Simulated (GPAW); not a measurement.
## Work function of Mg/Mo(110) at several levels

Wanted: work functions and dipole of Mg/Mo(110), with the cost of each level.

Program: GPAW 26.7.0. Level of theory: GPAW, PAW setups; slab in vacuum, relaxation, in the first sound run; inputs show where later runs differ. Results are calculated unless marked as measured.

### Step 1. Starting point

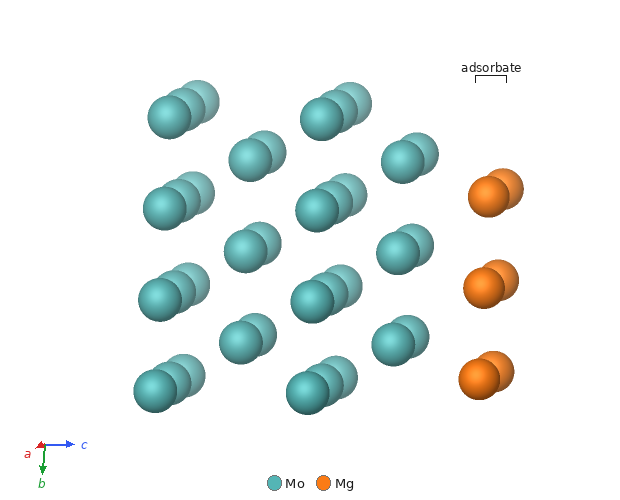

The cell as given, from the side, with the c axis across the page (molybdenum teal, magnesium orange). 2×3×1 cells are drawn. Some periodic images of atoms are drawn too.

The cell holds 5 atoms: 4 Mo and 1 Mg. Cell: a = 2.728 Å, b = 2.728 Å, c = 25.384 Å, α = 90.0°, β = 90.0°, γ = 70.5°. Vacuum lies along c.

### Step 2. Relaxing the atoms

Forces are removed first; all later runs use this geometry. The lowest 2 atoms are held at bulk positions and keep their forces.

run.py reads:

```python
import json
import numpy as np
from ase import Atoms
from ase.constraints import FixAtoms
from ase.optimize import BFGS
from gpaw import GPAW, PW

slab = Atoms(
    ['Mo', 'Mo', 'Mo', 'Mo', 'Mg'],
    positions=[
        [0.00000, 0.00000, 8.00000],
        [2.22739, -0.00000, 10.22739],
        [0.00000, 0.00000, 12.45477],
        [2.22739, -0.00000, 14.68216],
        [3.74201, -0.00000, 17.38409]],
    cell=[[2.22739, -1.575, 0.0], [2.22739, 1.575, 0.0], [0.0, 0.0, 25.38409]],
    pbc=[True, True, False])

slab.calc = GPAW(mode=PW(400), xc='PBE', kpts={'size': (12, 12, 1), 'gamma': True},
                 occupations={'name': 'fermi-dirac', 'width': 0.1}, nbands='200%',
                 convergence={'density': 1e-05}, maxiter=200,
                 poissonsolver={'dipolelayer': 'xy'},
                 symmetry={'tolerance': 1e-3, 'extra_ids': [1, 1, 0, 0, 0]}, txt='slab.txt')
result = {}
slab.set_constraint(FixAtoms([0, 1]))
path = []
opt = BFGS(slab, maxstep=0.2)
opt.attach(lambda: path.append((slab.get_potential_energy(), slab.positions.tolist(), slab.get_forces().tolist())))
result['relaxed'] = bool(opt.run(fmax=0.03, steps=40))
result['path'] = path
energy = slab.get_potential_energy()
fermi = slab.calc.get_fermi_level()
v = slab.calc.get_electrostatic_potential().mean((0, 1)) - fermi
n = slab.calc.get_pseudo_density().mean((0, 1))
L = slab.cell[2, 2]
z = np.arange(len(v)) * L / len(v)
low, high = slab.positions[:, 2].min(), slab.positions[:, 2].max()
below, above = np.interp([low - 5.8, high + 5.8], z, v)
slopes = [np.interp(x, z, np.gradient(v, z)) for x in (low - 5.8, high + 5.8)]
eps = np.array([[slab.calc.get_eigenvalues(k, s) for k in range(len(slab.calc.get_ibz_k_points()))]
                for s in range(slab.calc.get_number_of_spins())]) - fermi
top, bottom = eps[eps < 0].max(), eps[eps > 0].min()
dipole = slab.get_dipole_moment()[2]
print(f'energy {energy:.4f} eV, Fermi level {fermi:.4f} eV, dipole {dipole:.5f} e A')
print(f'potential 5.8 A off the faces, from the Fermi level: lower {below:.4f} eV, upper {above:.4f} eV')
print(f'slope of the potential there: lower {slopes[0]:.5f}, upper {slopes[1]:.5f} eV/A')
print(f'nearest levels on the mesh: {top:.4f} and {bottom:.4f} eV')
print('magnetic moment', round(slab.get_magnetic_moment(), 3))
result.update(energy=energy, fermi=fermi, dipole=dipole, below=below, above=above, slopes=slopes, edges=[top, bottom],
              z=z.tolist(), v=v.tolist(), n=n.tolist(), positions=slab.positions.tolist(),
              forces=slab.get_forces(apply_constraint=False).tolist(), moments=slab.get_magnetic_moments().tolist())
json.dump(result, open('result.json', 'w'))
```

Started as:

```console
$ OMP_NUM_THREADS=1 OPENBLAS_NUM_THREADS=1 python run.py
```

The log of the run:

```text
Step          Energy          fmax
BFGS:    0      -44.403826        0.491312
BFGS:    1      -44.409478        0.482098
BFGS:    2      -44.471350        0.416692
BFGS:    3      -44.475865        0.288872
BFGS:    4      -44.479355        0.250300
BFGS:    5      -44.501377        0.296911
BFGS:    6      -44.509177        0.379336
BFGS:    7      -44.519026        0.420264
BFGS:    8      -44.526827        0.314930
BFGS:    9      -44.533010        0.119864
BFGS:   10      -44.534006        0.118172
BFGS:   11      -44.534883        0.137259
BFGS:   12      -44.536679        0.173355
BFGS:   13      -44.540493        0.224734
BFGS:   14      -44.546499        0.254496
BFGS:   15      -44.553001        0.211324
[...]
BFGS:   19      -44.559833        0.096632
BFGS:   20      -44.560523        0.082978
BFGS:   21      -44.560884        0.064035
BFGS:   22      -44.561109        0.076227
BFGS:   23      -44.561570        0.089669
BFGS:   24      -44.562217        0.090495
BFGS:   25      -44.563151        0.068730
BFGS:   26      -44.563663        0.028832
energy -44.5086 eV, Fermi level 2.9288 eV, dipole 0.02414 e A
potential 5.8 A off the faces, from the Fermi level: lower 4.6556 eV, upper 4.0343 eV
slope of the potential there: lower -0.00024, upper 0.00029 eV/A
nearest levels on the mesh: -0.0136 and 0.0044 eV
magnetic moment 0.0
```

Wall time 2 h (1 thread of Arm Neoverse V1, shared host); peak memory 0.35 GiB.

The steps of the relaxation (22 of 27):

```csv
step,energy less that of the first step (eV),largest force (eV/Å)
1,0.0000,0.4913
2,-0.0057,0.4821
3,-0.0680,0.4167
5,-0.0762,0.2503
6,-0.0991,0.2969
7,-0.1073,0.3793
8,-0.1176,0.4203
10,-0.1316,0.1199
11,-0.1326,0.1182
12,-0.1334,0.1373
13,-0.1352,0.1734
15,-0.1453,0.2545
16,-0.1520,0.2113
17,-0.1563,0.1704
18,-0.1574,0.1416
20,-0.1592,0.0966
21,-0.1599,0.0830
22,-0.1602,0.0640
23,-0.1604,0.0762
25,-0.1615,0.0905
26,-0.1624,0.0687
27,-0.1629,0.0288
```

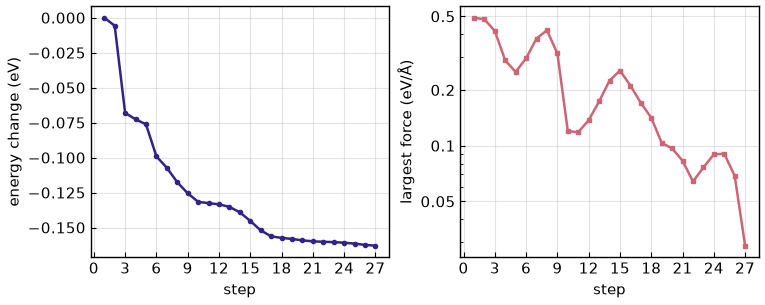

Energy and largest force along the relaxation.

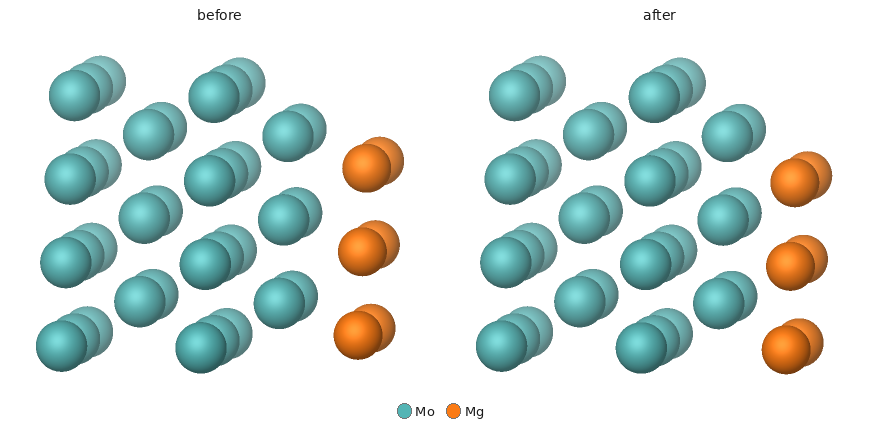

Before and after, at one scale.

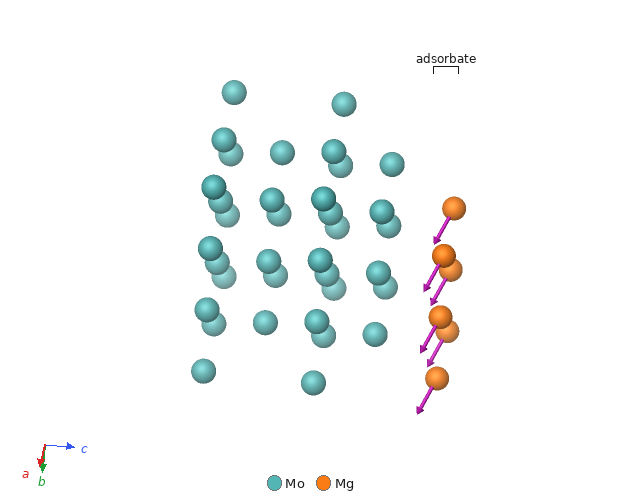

Displacements in the relaxation, exaggerated; the longest in the cell stands for 0.78 Å. 2×3×1 cells are drawn. Some periodic images of atoms are drawn too.

The atoms that moved most (Å):

```csv
atom,dx,dy,dz,length
Mg5,0.720,0.000,-0.291,0.777
Mo4,0.007,0.000,-0.018,0.019
Mo3,0.006,0.000,0.012,0.013
```

Final coordinates:

```
Mo Mg
1.0
     2.22739   -1.57500    0.00000
     2.22739    1.57500    0.00000
     0.00000    0.00000   25.38409
Mo Mg
4 1
Cartesian
  0.0000 0.0000 8.0000
  2.2274 0.0000 10.2274
  0.0058 0.0000 12.4668
  2.2341 0.0000 14.6643
  4.4621 0.0000 17.0932
```

Numbers from this step:

| Quantity | Value |
| --- | --- |
| dipole along the normal | 0.02414 e·Å |
| levels nearest the Fermi level on the mesh | -0.01355, 0.004376 eV from the Fermi level |
| upper work function | 4.034 eV |
| lower work function | 4.656 eV |

The electrostatic potential energy of an electron (without an applied field's), less the Fermi level, planar mean oscillates, so the rows of the table below give means over windows of 2.22 Å about each position, cut where the curve ends. Its maxima inside the range that stand out by 2 % of the span (Å: eV): 9.1: -2.09, 11.3: -2.16, 13.5: -2.32, 16.0: 0.0321. Its minima: 8.0: -28.0, 10.3: -28.5, 12.5: -28.5, 14.7: -28.0, 17.1: -12.9.

The electrostatic potential energy of an electron (without an applied field's), less the Fermi level, planar mean by z; means over each step:

```csv
z (Å),"electrostatic potential energy of an electron (without an applied field's), less the Fermi level, planar mean (eV)"
1.11,4.63
3.33,4.65
5.55,4.15
7.77,-12.8
9.99,-13.6
12.21,-13.6
14.43,-13.3
16.65,-5.71
18.87,2.21
21.09,4.02
23.31,4.03
```

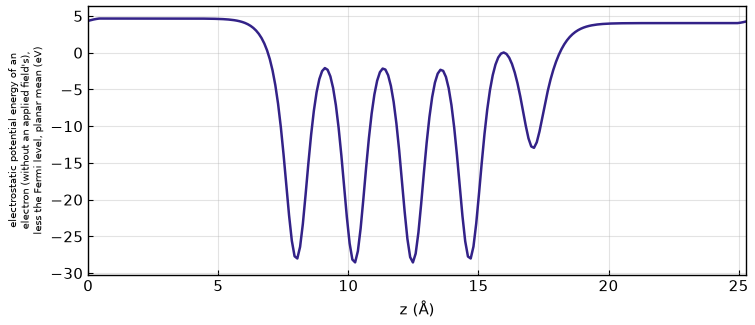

Electrostatic potential energy of an electron (without an applied field's), less the Fermi level, planar mean, plotted against z.

The pseudo valence density, planar mean oscillates, so the rows of the table below give means over windows of 2.22 Å about each position, cut where the curve ends. Its maxima inside the range that stand out by 2 % of the span (Å: e/Å³): 8.0: 1.99, 10.2: 1.94, 12.5: 1.99, 14.6: 1.95, 17.1: 1.95. Its minima: 9.1: 0.321, 11.4: 0.317, 13.5: 0.333, 16.3: 0.161.

Pseudo valence density, planar mean against z; means over each step:

```csv
z (Å),"pseudo valence density, planar mean (e/Å³)"
3.33,8.3e-5
5.55,0.0158
7.77,0.847
9.99,0.896
12.21,0.897
14.43,0.894
16.65,0.650
18.87,0.0361
21.09,4.4e-4
23.31,2.7e-6
```

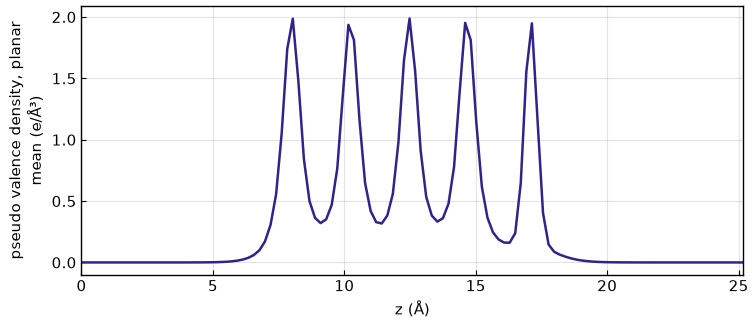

Pseudo valence density, planar mean, plotted against z.

The relaxation lowered the energy of the cell by 0.163 eV (energies extrapolated to zero smearing; the optimiser's log prints free energies). The largest force left on a free atom is 0.029 eV/Å.

### Step 3. Plane waves, PBE

With the geometry fixed, the planar mean of the potential gives the vacuum level on each side.

This step: GPAW, PAW setups; slab in vacuum (GPAW 26.7.0).

Edit run.py of step 2 so:

```diff
@@ -3,4 +3,2 @@
 from ase import Atoms
-from ase.constraints import FixAtoms
-from ase.optimize import BFGS
 from gpaw import GPAW, PW
@@ -12,5 +10,5 @@
         [2.22739, -0.00000, 10.22739],
-        [0.00000, 0.00000, 12.45477],
-        [2.22739, -0.00000, 14.68216],
-        [3.74201, -0.00000, 17.38409]],
+        [0.00575, 0.00000, 12.46680],
+        [2.23411, 0.00000, 14.66425],
+        [4.46209, -0.00000, 17.09317]],
     cell=[[2.22739, -1.575, 0.0], [2.22739, 1.575, 0.0], [0.0, 0.0, 25.38409]],
@@ -22,10 +20,4 @@
                  poissonsolver={'dipolelayer': 'xy'},
-                 symmetry={'tolerance': 1e-3, 'extra_ids': [1, 1, 0, 0, 0]}, txt='slab.txt')
+                 symmetry={'tolerance': 1e-3}, txt='slab.txt')
 result = {}
-slab.set_constraint(FixAtoms([0, 1]))
-path = []
-opt = BFGS(slab, maxstep=0.2)
-opt.attach(lambda: path.append((slab.get_potential_energy(), slab.positions.tolist(), slab.get_forces().tolist())))
-result['relaxed'] = bool(opt.run(fmax=0.03, steps=40))
-result['path'] = path
 energy = slab.get_potential_energy()
```

The log of the run:

```text
energy -44.5086 eV, Fermi level 2.9288 eV, dipole 0.02416 e A
potential 5.8 A off the faces, from the Fermi level: lower 4.6554 eV, upper 4.0343 eV
slope of the potential there: lower -0.00024, upper 0.00029 eV/A
nearest levels on the mesh: -0.0136 and 0.0044 eV
magnetic moment 0.0
```

Wall time 5.5 min (1 thread); peak memory 0.34 GiB.

Numbers from this step:

* dipole along the normal: 0.02416 e·Å
* levels nearest the Fermi level on the mesh: -0.01355, 0.004373 eV from the Fermi level
* lower work function: 4.655 eV

The electrostatic potential energy of an electron (without an applied field's), less the Fermi level, planar mean oscillates, so the rows of the table below give means over windows of 2.22 Å about each position, cut where the curve ends. Its maxima inside the range that stand out by 2 % of the span (Å: eV): 9.1: -2.09, 11.3: -2.16, 13.5: -2.32, 16.0: 0.0321. Its minima: 8.0: -28.0, 10.3: -28.5, 12.5: -28.5, 14.7: -28.0, 17.1: -12.9.

Table of electrostatic potential energy of an electron (without an applied field's), less the Fermi level, planar mean by z; means over each step:

```csv
z (Å),"electrostatic potential energy of an electron (without an applied field's), less the Fermi level, planar mean (eV)"
1.11,4.63
3.33,4.65
5.55,4.15
7.77,-12.8
9.99,-13.6
12.21,-13.6
14.43,-13.3
16.65,-5.71
18.87,2.21
21.09,4.02
23.31,4.03
```

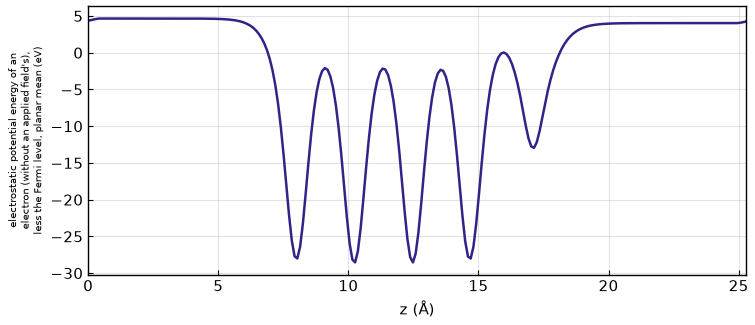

Electrostatic potential energy of an electron (without an applied field's), less the Fermi level, planar mean, plotted against z.

The pseudo valence density, planar mean oscillates, so the rows of the table below give means over windows of 2.22 Å about each position, cut where the curve ends. Its maxima inside the range that stand out by 2 % of the span (Å: e/Å³): 8.0: 1.99, 10.2: 1.94, 12.5: 1.99, 14.6: 1.95, 17.1: 1.95. Its minima: 9.1: 0.321, 11.4: 0.317, 13.5: 0.333, 16.3: 0.161.

The pseudo valence density, planar mean by z; means over each step:

```csv
z (Å),"pseudo valence density, planar mean (e/Å³)"
3.33,8.3e-5
5.55,0.0158
7.77,0.847
9.99,0.896
12.21,0.897
14.43,0.894
16.65,0.650
18.87,0.0361
21.09,4.4e-4
23.31,2.7e-6
```

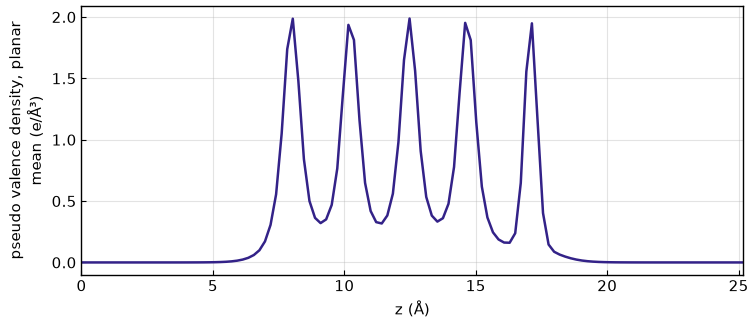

Pseudo valence density, planar mean, plotted against z.

Force by atom:

```csv
atom,x (eV/Å),y (eV/Å),z (eV/Å),size
Mo1,0.000,0.000,0.503,0.503
Mo2,0.018,0.000,-0.513,0.513
Mo3,-0.014,0.000,-0.004,0.015
Mo4,-0.003,0.000,0.029,0.029
Mg5,0.000,0.000,-0.017,0.017
```

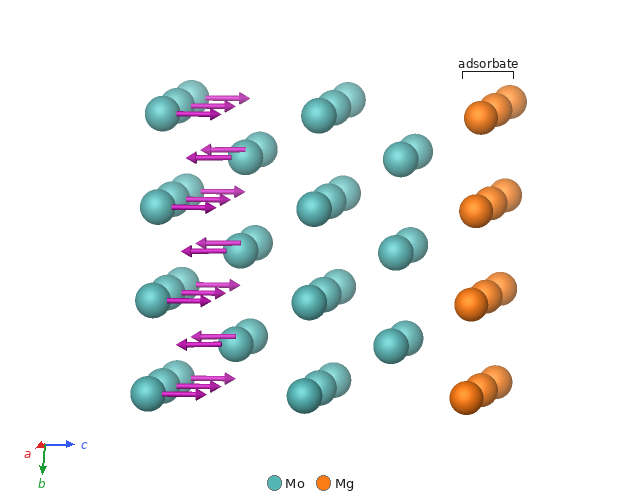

Force as arrows, the longest 0.513 eV/Å. 2×3×1 cells are drawn. Some periodic images of atoms are drawn too.

The potential is flat to 2.9e-4 eV/Å where it is read, so the vacuum is wide enough.

### Step 4. OptPBE vdW: xc = "optPBE-vdW"

The same geometry under optPBE-vdW, to see how far the functional moves the levels against the vacuum (the van der Waals functionals take revPBE setups).

Edit run.py of step 3 so:

```diff
@@ -16,3 +16,3 @@
 
-slab.calc = GPAW(mode=PW(400), xc='PBE', kpts={'size': (12, 12, 1), 'gamma': True},
+slab.calc = GPAW(mode=PW(400), xc='optPBE-vdW', kpts={'size': (12, 12, 1), 'gamma': True},
                  occupations={'name': 'fermi-dirac', 'width': 0.1}, nbands='200%',
```

The log of the run:

```text
energy -103.1151 eV, Fermi level 2.8570 eV, dipole 0.02704 e A
potential 5.8 A off the faces, from the Fermi level: lower 4.8320 eV, upper 4.1366 eV
slope of the potential there: lower -0.00035, upper 0.00048 eV/A
nearest levels on the mesh: -0.0043 and 0.0047 eV
magnetic moment 0.0
```

It took 6 min on 1 thread; peak memory 0.47 GiB.

This step gave:

- dipole along the normal: 0.02704 e·Å
- levels nearest the Fermi level on the mesh: -0.004278, 0.004731 eV from the Fermi level
- upper work function: 4.137 eV
- lower work function: 4.832 eV

The electrostatic potential energy of an electron (without an applied field's), less the Fermi level, planar mean oscillates, so the rows of the table below give means over windows of 2.22 Å about each position, cut where the curve ends. Its maxima inside the range that stand out by 2 % of the span (Å: eV): 9.1: -2.16, 11.3: -2.22, 13.5: -2.39, 16.0: -0.0372. Its minima: 8.0: -27.9, 10.3: -28.4, 12.5: -28.4, 14.7: -27.9, 17.1: -12.9.

Electrostatic potential energy of an electron (without an applied field's), less the Fermi level, planar mean against z; means over each step:

```csv
z (Å),"electrostatic potential energy of an electron (without an applied field's), less the Fermi level, planar mean (eV)"
1.11,4.80
3.33,4.83
5.55,4.27
7.77,-12.7
9.99,-13.6
12.21,-13.5
14.43,-13.3
16.65,-5.75
18.87,2.24
21.09,4.12
23.31,4.14
```

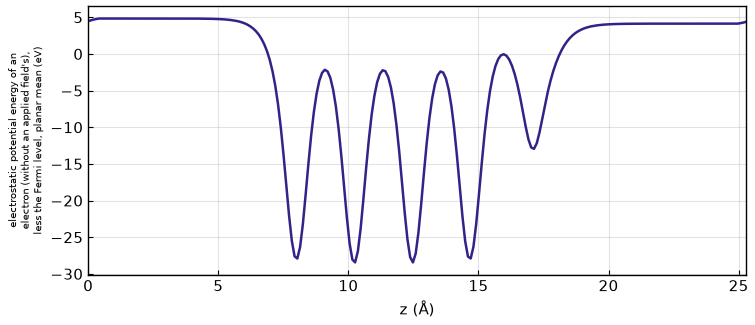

Electrostatic potential energy of an electron (without an applied field's), less the Fermi level, planar mean, plotted against z.

The pseudo valence density, planar mean oscillates, so the rows of the table below give means over windows of 2.22 Å about each position, cut where the curve ends. Its maxima inside the range that stand out by 2 % of the span (Å: e/Å³): 8.0: 1.99, 10.2: 1.94, 12.5: 1.99, 14.6: 1.96, 17.1: 1.95. Its minima: 9.1: 0.317, 11.4: 0.314, 13.5: 0.329, 16.3: 0.159.

Table of pseudo valence density, planar mean by z; means over each step:

```csv
z (Å),"pseudo valence density, planar mean (e/Å³)"
3.33,1.1e-4
5.55,0.0160
7.77,0.847
9.99,0.896
12.21,0.897
14.43,0.894
16.65,0.650
18.87,0.0360
21.09,5.2e-4
23.31,4.9e-6
```

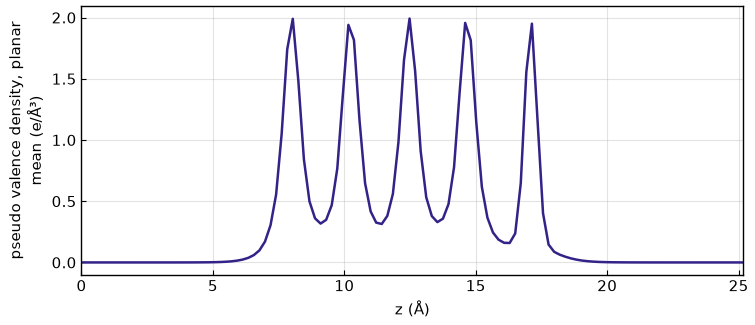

Pseudo valence density, planar mean, plotted against z.

Force by atom:

```csv
atom,x (eV/Å),y (eV/Å),z (eV/Å),size
Mo1,0.000,0.000,0.250,0.250
Mo2,0.017,0.000,-0.491,0.491
Mo3,-0.014,0.000,-0.017,0.022
Mo4,-0.003,0.000,0.183,0.183
Mg5,0.000,0.000,0.073,0.073
```

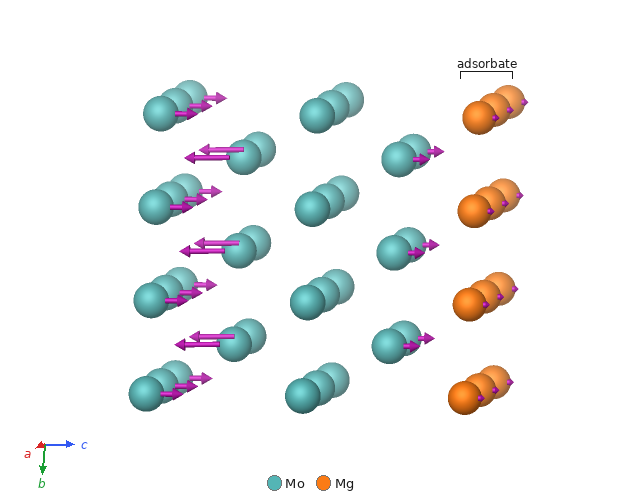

Force as arrows, the longest 0.491 eV/Å. 2×3×1 cells are drawn. Some periodic images of atoms are drawn too.

The upper face's work function is 4.137 eV, against 4.034 eV in the first plane-wave PBE run at this geometry.

[end of part 1 of 2]

[Logs are printed without paths, hosts, clocks, repeated set-up lines and the standing remarks that a program may print on its own settings, such as how far it seeks lower states.]

[Hosts, paths, dates, database ids (printed as entryN), source tags and the programs' standing remarks are cut or masked in the printed files.]
